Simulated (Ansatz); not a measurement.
# AlClH4O: two geometries relaxed

Aim: relax the geometries before and after the reaction (ligand exchange), and see whether they are two minima and how far apart in energy. Meant to form: Al1–O5, H7–Cl2; to break: Al1–Cl2, H7–O5. The start is a guess near the saddle point, from which both ends are pulled out.

All numbers below are computed with Ansatz 0.2.0 (RKS PBE-D4/def2-SVP).

### 1 The system as given

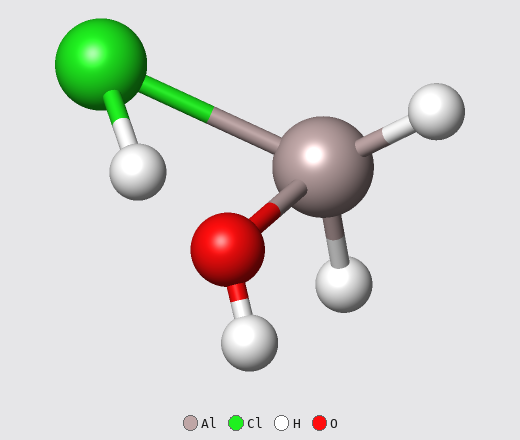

The starting structure, seen from a chosen angle (aluminium light grey, chlorine green, hydrogen white, oxygen red).

Coordinates:

```xyz
7

Al    0.0000    0.0000    0.0000
Cl    0.0000    0.0000    2.5800
H     1.3510    0.0000   -0.7800
H    -1.3510    0.0000   -0.7800
O     0.0869   -1.9720    0.6559
H    -0.4595   -2.5566    0.0397
H     0.0622   -1.4098    1.8287
```

### 2 A restrained relaxation towards end A

Springs on the bonds that form and break draw the guess towards this end; the thresholds are loose.

Input file input.yaml:

```yaml
crystal:
  periodic: [false, false, false]
  atoms:
    - { symbol: Al, position_ang: [0.0, 0.0, 0.0] }
    - { symbol: Cl, position_ang: [0.0, 0.0, 2.58] }
    - { symbol: H, position_ang: [1.351, 0.0, -0.78] }
    - { symbol: H, position_ang: [-1.351, 0.0, -0.78] }
    - { symbol: O, position_ang: [0.0869, -1.972, 0.6559] }
    - { symbol: H, position_ang: [-0.4595, -2.5566, 0.0397] }
    - { symbol: H, position_ang: [0.0622, -1.4098, 1.8287] }
basis:
  gaussian: { orbitals: def2-SVP }
hamiltonian:
  xc: pbe
  dispersion: d4
relax:
  f_tol: 0.15
  max_steps: 25
  restrain:
    - { distance: [0, 4], at: 2.98, k: 30.0 }
    - { distance: [6, 1], at: 2.57, k: 30.0 }
    - { distance: [0, 1], at: 2.23, k: 30.0 }
    - { distance: [6, 4], at: 1.01, k: 30.0 }
```

Run with:

```bash
ansatz run input.yaml --threads 1 --pin off --max-ram 2048MiB --backend cpu --events-out ev --progress --plain --runs-dir out
```

What it wrote, cut to the lines that bear on the results:

```text
Warning: RAYON_NUM_THREADS=1 ignored (pool sized by the plan → 1); use --threads N
[...]
Functional definition: PBE
[...]
763 factors; their error is unknown
[...]
mean field -21213.46992040 eV, -779.5806405683 hartree, gradient 6.1e-5 eV, S^2 0.000000; 0 other end points of the search recorded, 0 dependent functions left out
[...]
reference -21213.46995649 eV, -779.5806418947 hartree; 21, 21 occupied and 49, 49 virtual orbitals, 763 factors
relax step   1: F+E_penalty+E_count = -21213.58159927 eV  Δ(F+E_penalty+E_count) = +0.000e0 eV  max|allowed force component| = 2.779e0 eV/Å  E_restraint = 29.40647292 eV  max|allowed force component, restraints' pulls added| = 3.032e1 eV/Å  Δτ_max = 0.0000 Å  (25 SCF iters, accepted)
[...]
relax step   4: F+E_penalty+E_count = -21213.81781915 eV  Δ(F+E_penalty+E_count) = -2.403e-1 eV  max|allowed force component| = 1.814e0 eV/Å  E_restraint = 0.29802732 eV  max|allowed force component, restraints' pulls added| = 4.325e0 eV/Å  Δτ_max = 0.1948 Å  (33 SCF iters, accepted)
[...]
relax step   7: F+E_penalty+E_count = -21214.47598613 eV  Δ(F+E_penalty+E_count) = -5.877e-2 eV  max|allowed force component| = 9.205e-1 eV/Å  E_restraint = 0.01924009 eV  max|allowed force component, restraints' pulls added| = 3.344e-1 eV/Å  Δτ_max = 0.1995 Å  (26 SCF iters, accepted)
[...]
relax step  12: F+E_penalty+E_count = -21214.50592111 eV  Δ(F+E_penalty+E_count) = -3.517e-3 eV  max|allowed force component| = 8.453e-1 eV/Å  E_restraint = 0.01867498 eV  max|allowed force component, restraints' pulls added| = 1.809e-2 eV/Å  Δτ_max = 0.0356 Å  (27 SCF iters, accepted)
  distance Al 0 - O 4 = 2.9581 Å
  distance H 6 - Cl 1 = 2.5702 Å
  distance Al 0 - Cl 1 = 2.2078 Å
  distance H 6 - O 4 = 0.9934 Å
763 factors; their error is unknown
mean field -21214.40401988 eV, -779.6149680909 hartree, gradient 1.3e-5 eV, S^2 0.000000; 1 other end points of the search recorded, 0 dependent functions left out
[...]
reference -21214.40405812 eV, -779.6149694962 hartree; 21, 21 occupied and 49, 49 virtual orbitals, 763 factors
Total energy: -21214.50595935 eV, -779.6187142976 hartree
Atom 0 at     0.062676     0.327332    -0.026674 Å, force    -0.001786    -0.613844     0.819135 eV/Å
Atom 1 at    -0.051603     0.380151     2.177537 Å, force     0.029104    -0.006192    -0.663900 eV/Å
Atom 2 at     1.487525     0.606566    -0.669403 Å, force    -0.007868    -0.002787     0.002463 eV/Å
Atom 3 at    -1.336674     0.235692    -0.777779 Å, force    -0.000950     0.003875     0.001176 eV/Å
Atom 4 at     0.159364    -2.541294     0.689036 Å, force    -0.016481     0.845265     0.278778 eV/Å
Atom 5 at    -0.764797    -2.832715     0.566026 Å, force    -0.016314    -0.006969     0.002629 eV/Å
Atom 6 at     0.133109    -2.114133     1.585557 Å, force     0.014294    -0.219348    -0.440280 eV/Å
Dipole moment:    -0.267351    -0.186540    -0.083085 e Å
```

Wall time 21 s (1 thread of Arm Neoverse V2, shared host); peak memory 0.13 GiB.

Step by step:

```
step  energy from step 1 (eV)  largest force component (eV/Å)
   1                   0.0000                          2.7786
   2                   0.1293                          2.4752
   3                   0.0041                          2.0443
   4                  -0.2362                          1.8139
   5                  -0.6986                          1.0017
   6                  -0.8356                          0.8007
   7                  -0.8944                          0.9205
   8                  -0.9144                          0.7774
   9                  -0.9202                          0.8033
 10x                  -0.8864                          1.4128
  11                  -0.9208                          0.8089
  12                  -0.9243                          0.8453
```

Step 1 is the start. 1 step was tried and not accepted (marked x). Energies and forces in the table leave out the springs, which the log lists apart; the run stops on the force with the springs' pull added.

After: Bond lengths: Al1–Cl2 2.208 Å, Al1–H3 1.588 Å, Al1–H4 1.591 Å, O5–H6 0.977 Å, O5–H7 0.993 Å. Angles: Cl2–Al1–H3 116.5°, Cl2–Al1–H4 115.3°, H3–Al1–H4 127.5°, H6–O5–H7 102.5°.

Pairs that crossed the distance rule for bonds on the way: came closer O5–H7; moved apart Al1–O5.

### 3 End point A

It starts where the restrained run ended.

Input file input.yaml:

```yaml
crystal:
  periodic: [false, false, false]
  atoms:
    - { symbol: Al, position_ang: [0.062676, 0.327332, -0.026674] }
    - { symbol: Cl, position_ang: [-0.051603, 0.380151, 2.177537] }
    - { symbol: H, position_ang: [1.487525, 0.606566, -0.669403] }
    - { symbol: H, position_ang: [-1.336674, 0.235692, -0.777779] }
    - { symbol: O, position_ang: [0.159364, -2.541294, 0.689036] }
    - { symbol: H, position_ang: [-0.764797, -2.832715, 0.566026] }
    - { symbol: H, position_ang: [0.133109, -2.114133, 1.585557] }
basis:
  gaussian: { orbitals: def2-SVP }
hamiltonian:
  xc: pbe
  dispersion: d4
relax:
  f_tol: 0.03
  max_steps: 50
output:
  orbitals: {}
```

Run with:

```bash
ansatz run input.yaml --threads 1 --pin off --max-ram 2048MiB --backend cpu --events-out ev --progress --plain --runs-dir out
```

What it wrote, cut to the lines that bear on the results:

```text
Warning: RAYON_NUM_THREADS=1 ignored (pool sized by the plan → 1); use --threads N
[...]
Functional definition: PBE
[...]
763 factors; their error is unknown
[...]
mean field -21214.40402410 eV, -779.6149682463 hartree, gradient 4.1e-5 eV, S^2 0.000000; 0 other end points of the search recorded, 0 dependent functions left out
[...]
reference -21214.40406217 eV, -779.6149696451 hartree; 21, 21 occupied and 49, 49 virtual orbitals, 763 factors
relax step   1: F+E_penalty+E_count = -21214.50592534 eV  Δ(F+E_penalty+E_count) = +0.000e0 eV  max|allowed force component| = 8.452e-1 eV/Å  Δτ_max = 0.0000 Å  (24 SCF iters, accepted)
[...]
relax step   7: F+E_penalty+E_count = -21215.18472425 eV  Δ(F+E_penalty+E_count) = -2.512e-3 eV  max|allowed force component| = 5.043e-2 eV/Å  Δτ_max = 0.0294 Å  (27 SCF iters, accepted)
[...]
mean field -21215.07208395 eV, -779.6395189929 hartree, gradient 1.2e-5 eV, S^2 0.000000; 1 other end points of the search recorded, 0 dependent functions left out
[...]
reference -21215.07211987 eV, -779.6395203130 hartree; 21, 21 occupied and 49, 49 virtual orbitals, 763 factors
Total energy: -21215.18506087 eV, -779.6436708180 hartree
Atom 0 at     0.049122    -0.059730     0.108109 Å, force    -0.000412     0.003324    -0.012057 eV/Å
Atom 1 at    -0.040484     0.389179     2.247317 Å, force     0.001166    -0.002592     0.001435 eV/Å
Atom 2 at     1.435021     0.282596    -0.597603 Å, force     0.004624     0.005627     0.001394 eV/Å
Atom 3 at    -1.363102    -0.027807    -0.647364 Å, force    -0.005718    -0.000401     0.000068 eV/Å
Atom 4 at     0.147433    -2.033820     0.569884 Å, force     0.018309    -0.003860    -0.009577 eV/Å
Atom 5 at    -0.648561    -2.539864     0.309507 Å, force    -0.009211     0.003846     0.005834 eV/Å
Atom 6 at     0.110172    -1.948955     1.554451 Å, force    -0.008758    -0.005945     0.012904 eV/Å
Dipole moment:    -0.217797    -0.829093    -0.014295 e Å
```

Run time: 15 s. Hardware: 1 thread of Arm Neoverse V2, shared host; peak memory 0.13 GiB.

Relaxation path:

```
step  energy from step 1 (eV)  largest force component (eV/Å)
   1                   0.0000                          0.8452
   2                  -0.1929                          0.8689
   3                  -0.4687                          1.1695
   4                  -0.6137                          1.0705
   5                  -0.6668                          0.3590
   6                  -0.6763                          0.1713
   7                  -0.6788                          0.0504
   8                  -0.6791                          0.0183
```

Step 1 is the start.

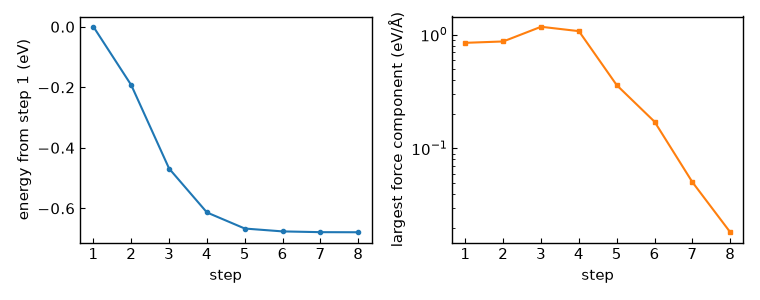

How energy and force went from step to step.

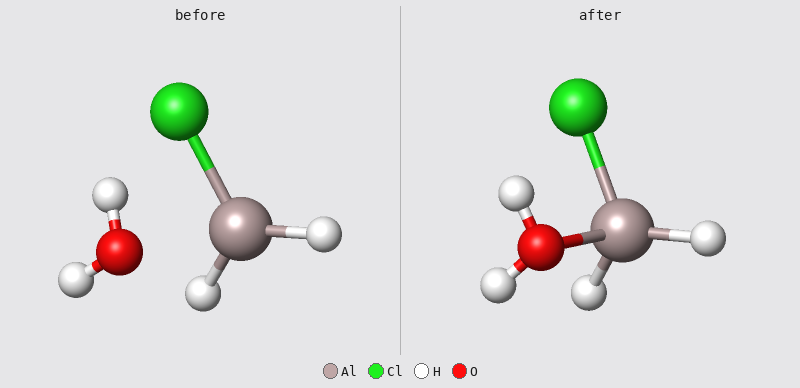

Before and after, at one scale.

After: Bond lengths: Al1–Cl2 2.188 Å, Al1–H3 1.592 Å, Al1–H4 1.602 Å, Al1–O5 2.030 Å, O5–H6 0.979 Å, O5–H7 0.989 Å. Angles: Cl2–Al1–H3 115.1°, Cl2–Al1–H4 114.9°, Cl2–Al1–O5 88.8°, H3–Al1–H4 123.6°, H3–Al1–O5 105.5°, H4–Al1–O5 99.8°, Al1–O5–H6 113.8°, Al1–O5–H7 98.1°, H6–O5–H7 106.2°.

Pairs that crossed the distance rule for bonds on the way: came closer Al1–O5.

(Part 1 of 2 ends here.)
